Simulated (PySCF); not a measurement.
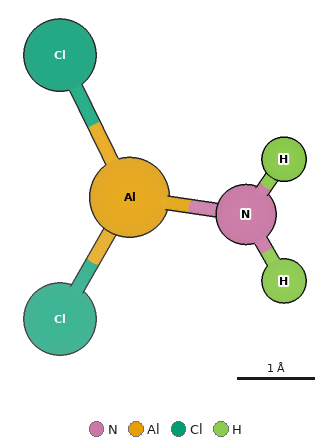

Fig. 1: The input geometry (ball-and-stick view, seen at an oblique angle). Sticks mark near contacts. Bond lengths as drawn: Al–Cl 2.08 Å, Al–N 1.75 Å and H–N 1.01 Å.

# Single-point calculation of AlNH2Cl2

System: AlNH2Cl2, SMILES [NH2][Al]([Cl])[Cl].
Method: RPA (B3LYP)/aug-pc-1, RKS (PySCF 2.14.0).

The geometry comes from this level: PBE0-D4/def2-TZVP.

The input (calc.py)
```python
from pyscf import gto, dft
from pyscf.gw.rpa import RPA

mol = gto.M(
    atom='''
N   -0.150800   1.005400  -0.089000
Al   0.116500  -0.715300   0.048700
Cl   1.566400  -1.444300   1.352800
Cl  -1.014300  -2.040600  -1.091200
H    0.356900   1.702800   0.429400
H   -0.832500   1.427900  -0.697000
''',
    max_memory=1860,
    verbose=3,
    basis='aug-pc-1',
)

ks = dft.RKS(mol)
ks.xc = 'b3lyp'
ks.grids.level = 4
ks.conv_tol = 1e-10
ks.kernel()
if not ks.converged:
    ks = ks.newton().run(ks.mo_coeff, ks.mo_occ)

rpa = RPA(ks, frozen=16)
rpa.kernel()
e_exx = ks.to_hf().energy_tot(ks.make_rdm1())
e_tot = e_exx + rpa.e_corr
print('Final energy', e_tot)
```

Run on 1 thread of Arm Neoverse V2, 24 GiB of memory available, shared host.

Run as:
```bash
OMP_NUM_THREADS=1 python calc.py
```

Log
```
converged SCF energy = -1219.0306248471

WARN: Even tempered Gaussians are generated as DF auxbasis for  Cl N Al H

E(RPA) = -1217.43935461875  E_corr = -0.76591534430303  E_hf = -1216.67343927445
Final energy -1217.4393753561717
```

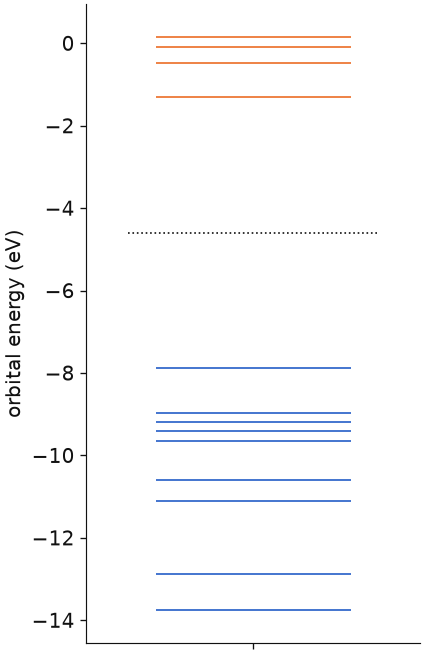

Fig. 2: Orbital energies near the frontier (SCF reference); the dotted line parts filled from empty levels, and levels within 0.02 eV of each other stand side by side. Highest filled −7.88 eV, lowest empty −1.31 eV, 6.57 eV apart.

Summary

| quantity | value |
| --- | --- |
| outcome | converged |
| total energy | −1217.439375 hartree |
| SCF energy | −1219.030625 hartree |
| correlation energy | −0.765915 hartree |
| basis functions | 122 |
| HOMO of the SCF reference | −7.88 eV |
| LUMO of the SCF reference | −1.31 eV |
| wall time | 29 s |
| peak memory | 0.68 GiB |
